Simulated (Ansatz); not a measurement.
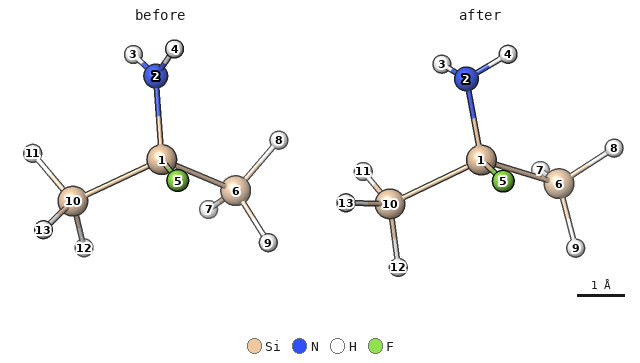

The structure of Si$_{3}$NH$_{8}$F before (left) and after (right) a relaxation, at one scale.

The picture is a ball-and-stick view, seen at a tilt.

The run prepares the start of a later molecular dynamics calculation, from a guessed geometry.

Theory: RKS r2SCAN/STO-3G (Ansatz 0.2.0).

The input:
```yaml
crystal:
  periodic: [false, false, false]
  atoms:
    - { symbol: Si, position_ang: [0.0, 0.0, 0.0] }
    - { symbol: "N", position_ang: [0.0, 0.0, 1.82] }
    - { symbol: H, position_ang: [-0.877, -0.2713, 2.35] }
    - { symbol: H, position_ang: [0.877, 0.2713, 2.35] }
    - { symbol: F, position_ang: [1.4994, 0.0, -0.5295] }
    - { symbol: Si, position_ang: [-1.0456, 1.8115, -0.7393] }
    - { symbol: H, position_ang: [-2.4302, 1.478, -1.0607] }
    - { symbol: H, position_ang: [-1.0215, 2.8436, 0.2931] }
    - { symbol: H, position_ang: [-0.3743, 2.3069, -1.9374] }
    - { symbol: Si, position_ang: [-1.0456, -1.8115, -0.7393] }
    - { symbol: H, position_ang: [-1.7029, -2.4846, 0.3772] }
    - { symbol: H, position_ang: [-2.0454, -1.4265, -1.7311] }
    - { symbol: H, position_ang: [-0.0777, -2.7173, -1.3511] }
basis:
  gaussian: { orbitals: STO-3G }
hamiltonian:
  xc: r2scan
relax:
  f_tol: 0.02
  max_steps: 40
output:
  orbitals: {}
```

Command:
```bash
ansatz run input.yaml --threads 1 --pin off --max-ram 2048MiB --backend cpu --events-out ev --progress --plain --runs-dir out
```

What changed between the two?

Answer. After 25 accepted moves (26 points after the start) the energy has fallen by 65.8 kJ/mol. Largest force component: 3.1 eV/Å at the start, 0.0071 eV/Å at the end. The line search rejected the trial step at point 6 of the run. The atom that moves furthest after the best rigid fit is H7 (0.89 Å). By element the largest moves are H 0.89 Å, N 0.34 Å, Si 0.17 Å, F 0.14 Å. Among the contacts that change: Si1–Si6 2.218 → 2.289 Å, Si1–F5 1.590 → 1.651 Å, Si1–Si10 2.218 → 2.277 Å, Si1–N2 1.820 → 1.799 Å. Among the angles between lasting bonds that change: H3–N2–H4 120.0° → 102.4°, Si1–N2–H3 120.0° → 108.3°, Si1–N2–H4 120.0° → 109.5°. Groups turn about Si1–Si10 by about 35°, Si1–Si6 by about 30°.

Limits of the set-up: STO-3G is a minimal basis, so the numbers are rough.
